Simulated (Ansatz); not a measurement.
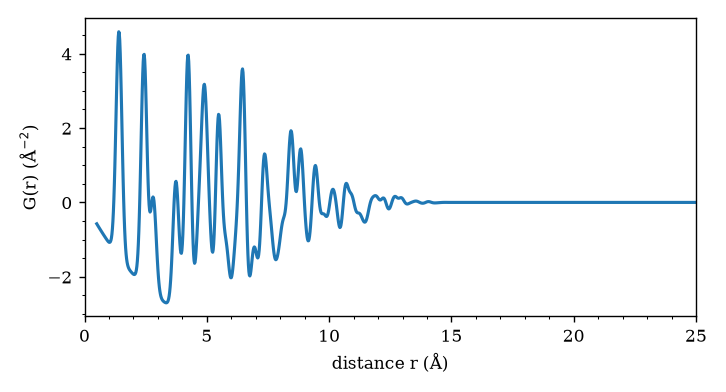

The curve is a calculated X-ray PDF: distances of the static structure, each pair weighted by the product of the atomic numbers (X-ray weights at Q = 0), broadened by Gaussians with σ = 0.12 Å, for spherical particles of C with the bulk structure: the bulk G(r) is multiplied by the envelope of a sphere of diameter D, 1 − 3r/2D + r³/2D³, with no surface relaxation. The number density is 0.0963 atoms per Å³. Structure used: coordinates from a relaxation at fixed volume with Ansatz, DFT HSE06, scalar-relativistic, plane waves, PAW.

### How large are the particles?

About 15 Å (1.5 nm): the signal vanishes at r = D, fading from view somewhat earlier.

### Roughly how many atoms does one particle hold?

About 170 (number density 0.0963 Å⁻³ times πD³/6).
